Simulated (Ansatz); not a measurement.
**C2H9AlN (SMILES C[CH2][AlH][NH3+]) (charge +1): density, localisation and related maps**

The calculation's input:

```
basis:
  gaussian: {orbitals: def2-TZVPD}
crystal:
  periodic: [false, false, false]
  atoms:
    - symbol: C
      position_ang: [-1.211660, -0.939337, 0.719911]
    - symbol: C
      position_ang: [0.039479, -0.902989, -0.162399]
    - symbol: Al
      position_ang: [0.126286, 0.476441, -1.510693]
    - symbol: "N"
      position_ang: [-1.532683, 1.620623, -1.468330]
    - symbol: H
      position_ang: [-2.132797, -1.109403, 0.138673]
    - symbol: H
      position_ang: [-1.153990, -1.760726, 1.449498]
    - symbol: H
      position_ang: [-1.340547, -0.015500, 1.307391]
    - symbol: H
      position_ang: [0.952674, -0.803225, 0.454835]
    - symbol: H
      position_ang: [0.179811, -1.868571, -0.684774]
    - symbol: H
      position_ang: [1.027656, 1.054182, -2.655248]
    - symbol: H
      position_ang: [-1.328202, 2.612079, -1.291462]
    - symbol: H
      position_ang: [-2.044213, 1.613239, -2.359605]
    - symbol: H
      position_ang: [-2.201204, 1.327218, -0.745914]
total_charge: 1
hamiltonian: {xc: pbe0}
output: {forces: true, orbitals: {seedname: orbitals}}
```

Launched as:

```sh
ansatz run input.yaml --threads 2 --pin off --max-ram 4350MiB --events-out events.jsonl --progress --plain --runs-dir runs
```

Geometry: PBE0-D3(BJ)/def2-SVP.

These are results of isolated molecule in a Gaussian basis; Kohn-Sham density functional theory, functional PBE0 (Ansatz 0.2.0), not measurements.

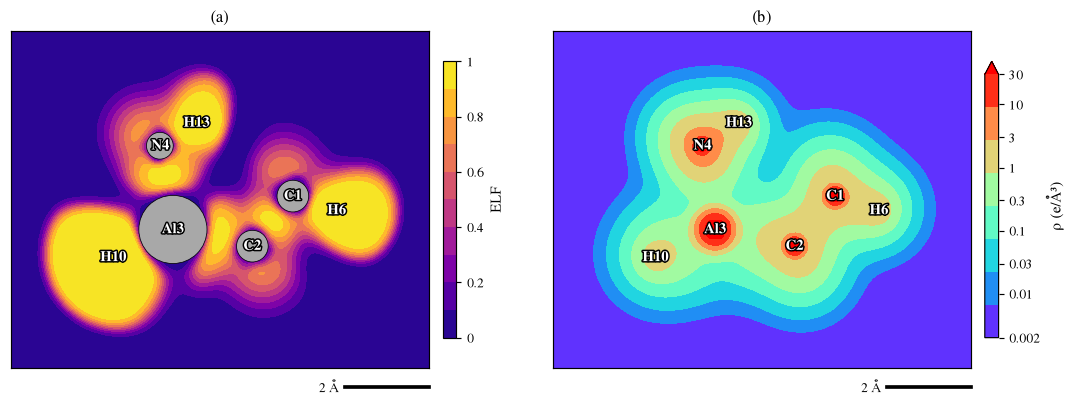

Figure 1. (a) ELF; (b) total electron density on the plane of atoms C2, Al3 and N4. Grey discs cover the atomic cores in the ELF map.

### Interpret the plot.

- The plane passes through C, Al, N and H nuclei.
- C–C (1.53 Å): ρ is about 1.6 e/Å³ halfway; the ELF peaks at about 0.95 between the atoms, as expected for a shared electron pair.
- C–Al (1.93 Å): ρ is about 0.76 e/Å³ halfway; the ELF peaks at about 0.95 between the atoms (a polar covalent bond).
- Al–N (2.02 Å): ρ at the midpoint is about 0.55 e/Å³; the ELF peaks at about 0.95 in the valence shell of N, 0.7 Å from its nucleus, and is about 0.80 at the midpoint.
- N–H (1.03 Å): the density is about 2.9 e/Å³ at the midpoint; the ELF climbs to about 1 towards the hydrogen, as it does in any bond to H (a covalent bond by its length).
- C–H (1.10 Å): ρ at the midpoint is about 2 e/Å³; the ELF climbs to about 1 towards the hydrogen; a covalent bond by its length.

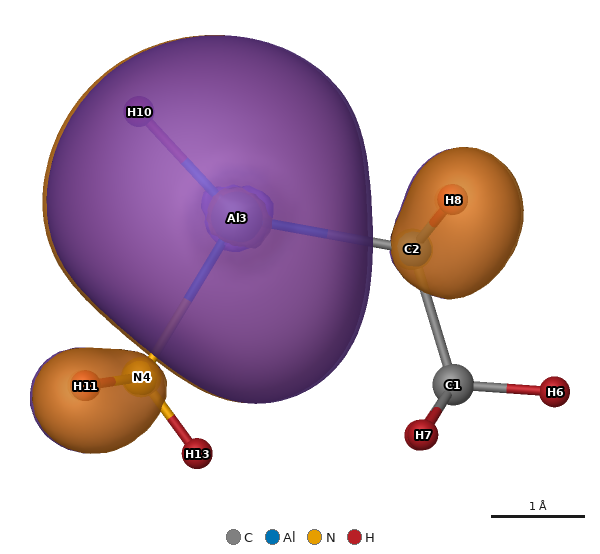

Figure 2. The LUMO at ±0.06 Å⁻³ᐟ² (orange and purple are the two phases), seen across its widest extent.

### What is the character of this orbital?

It lies mainly on Al3 (about 75 %). Its energy is −5.97 eV.

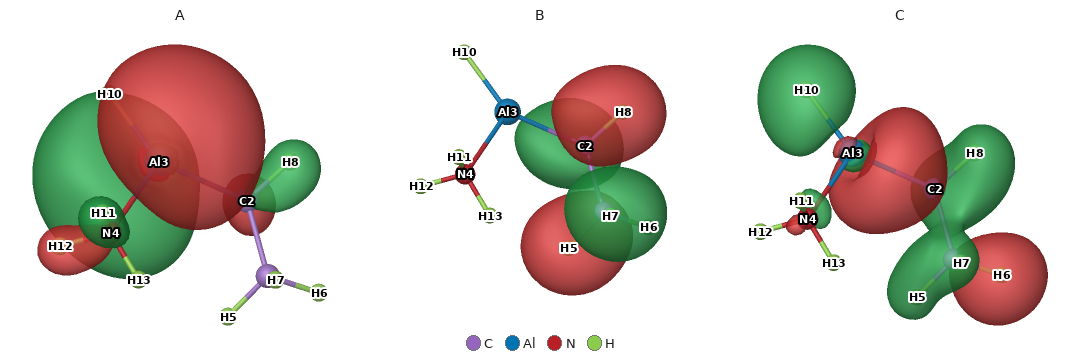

Figure 3. Three frontier orbitals at ±0.08 Å⁻³ᐟ² (green and red are the two phases), in no order.

### Which picture is the HOMO−1, the HOMO and the LUMO?

B is the HOMO−1 (−13.95 eV). By Hirshfeld shares it lies mainly on C1 (about 25 %), C2 (about 20 %), H7 (about 15 %), H5 (about 15 %), H8 (about 10 %) and H9 (about 10 %). C is the HOMO (−12.42 eV). By Hirshfeld shares it lies mainly on C2 (about 35 %), Al3 (about 20 %), C1 (about 15 %), H10 (about 10 %) and H6 (about 10 %). A is the LUMO (−5.97 eV). Its weight (Hirshfeld) is mainly on Al3 (about 75 %).

### What is the HOMO–LUMO gap?

6.45 eV between the orbital energies.
